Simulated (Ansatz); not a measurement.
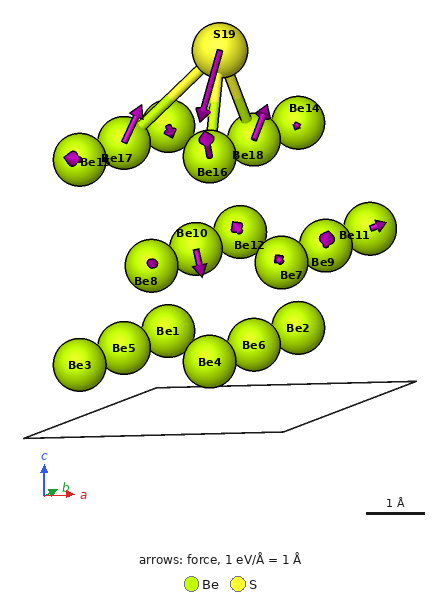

Starting geometry of a slab of composition Be18S with the computed forces as purple arrows. The picture is a ball-and-stick view of the cell of the calculation, outlined in the plane, without the vacuum (origin shifted), seen slightly off an axis.

It is S on Be(0001), set down by a guess. The run prepares an end point of a later path (adatom hop) calculation, from a guessed geometry. 6 atoms are held fixed.

The calculation used DFT r2SCAN-D3(BJ), scalar-relativistic, plane waves, PAW in Ansatz. Settings: plane-wave cutoff 500 eV; k-point mesh 5 × 4 × 1; occupations gaussian; smearing width 0.05 eV; no spin polarisation; atoms relaxed in a fixed cell; force threshold 0.03 eV/Å; at most 60 steps.

Question: Is this structure relaxed? If not, where do the atoms go?

Answer: It isn't relaxed: the largest force vector, on the S atom, is 1.38 eV/Å. The final displacements follow the starting forces only in part (cosine between the two patterns 0.59). After 6 geometry steps the energy has fallen by 0.475 eV per cell of the calculation. Largest force component: 1.3 eV/Å at the start, 0.0091 eV/Å at the end. The atom that moves furthest is the S atom (0.48 Å at 78° to the normal (−c side)). By element the largest moves are S 0.48 Å, Be 0.17 Å. The cell stays as it was. Near-neighbour distances that change, for instance: Be–S 2.456 → 2.033 Å, Be–S 2.070 → 2.027 Å, Be–S 2.051 → 2.047 Å. Among the angles between lasting bonds that change: Be–S–Be 60.3° → 73.3°, Be–S–Be 60.1° → 71.1°, Be–S–Be 67.5° → 73.1°.

Limits of the set-up: the periodic images lie only 4.6 Å apart, so the values are limited by the cell's size.
